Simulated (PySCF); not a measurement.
BMe2(NH2) (C2H8BN).

Computed with PySCF, B3LYP/def2-TZVP, geometry: GFN2-xTB. No frequency check shows the geometry to be a minimum.

Cartesian coordinates (Å):

```
B1      -0.0011   -0.0559   -0.0037
C2      -1.3897    0.7158    0.0012
H3      -2.2426    0.0620    0.1695
H4      -1.5514    1.2177   -0.9514
H5      -1.4142    1.4923    0.7627
C6       1.3742    0.7407   -0.0023
H7       2.2167    0.1361   -0.3317
H8       1.6053    1.0864    1.0045
H9       1.3361    1.6271   -0.6310
N10      0.0148   -1.4406   -0.0002
H11     -0.8150   -2.0097    0.0152
H12      0.8600   -1.9870   -0.0114
```

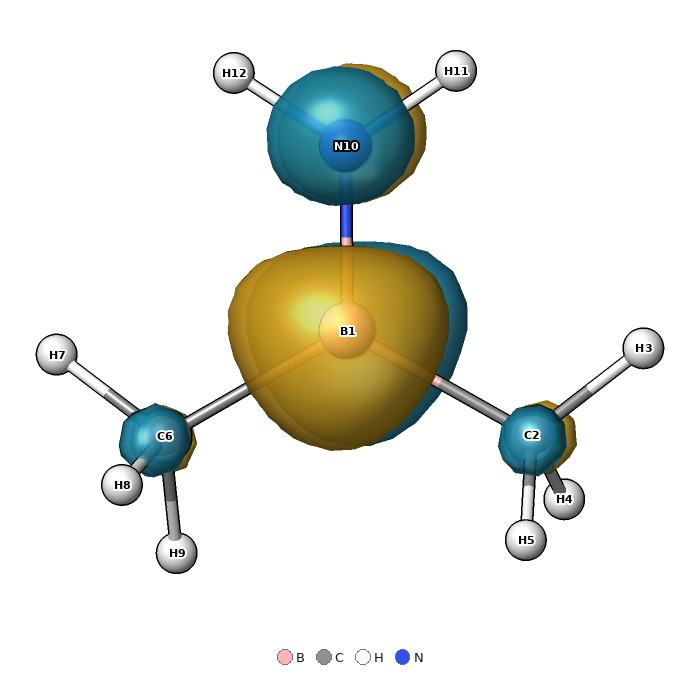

Intrinsic bond orbitals (IBO), occupied and valence-virtual; each surface holds about 70 % of the orbital's density. Energies are diagonal elements of the Fock matrix.

> What does this orbital represent?

π* orbital B1–N10, mostly on B1 (B1 79 %, N10 17 %; 2.8 eV).
